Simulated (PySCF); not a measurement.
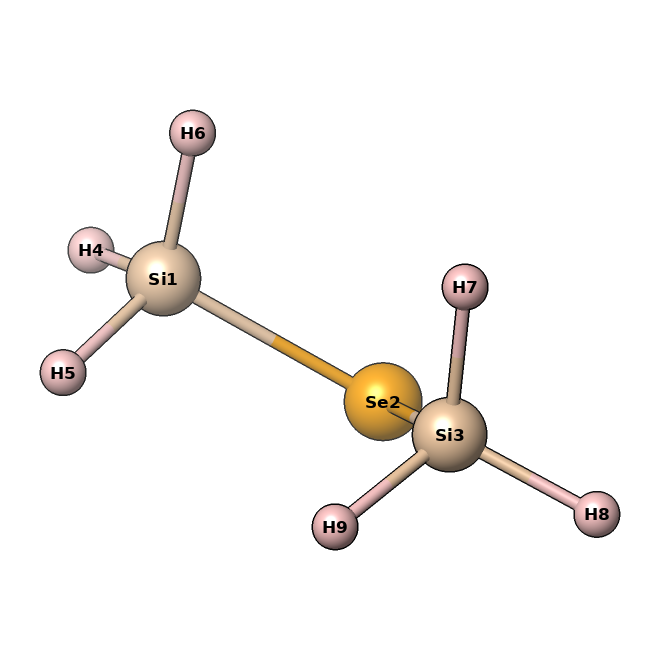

Se2 lies behind Si3. The molecule seen a little off the Si3–Se2 bond, Si3 in front. Distant atoms are faded towards the background colour. Computed geometry: PBE0-D3(BJ)/def2-SVP optimisation. No frequency run is at hand to confirm it as a minimum.

### What is the torsion angle H7–Si3–Se2–Si1? The sign is positive where the front bond must turn clockwise to cover the back bond.

−60°, synclinal (gauche).
